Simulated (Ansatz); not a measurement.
**La2O3, response to strain**

The parent structure is La₂O₃ (space group P-3m1, No. 164; a = 3.935 Å, c = 6.126 Å). Axes: x lies along a and z along c of the hexagonal cell.

Strains are applied to the cell and any free atomic positions relax; under biaxial strain the out-of-plane vector relaxes too.

The values are results of Ansatz (a quantum-chemistry and plane-wave program), r2SCAN, PAW, cutoff 500 eV, scalar-relativistic without spin-orbit coupling, not measurements.

Notes on the quantities. pressure: mean of the normal stresses, compression positive.

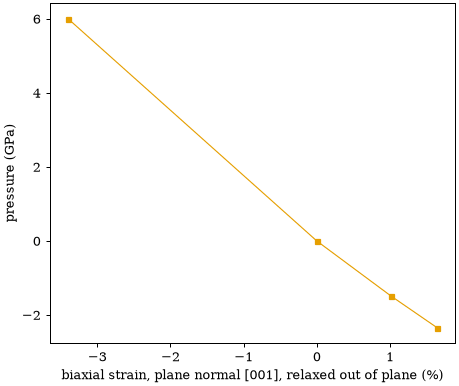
Figure: Pressure against biaxial strain, plane normal [001], relaxed out of plane

From the plot, what is the pressure for biaxial strain +1.01 %, plane normal [001], relaxed out of plane?

About -1.5 GPa.

Is the trend monotonic over the range shown?

Yes, it falls throughout, spanning -2.34 GPa to 6.01 GPa.

Whether these cells are dynamically stable was not tested.
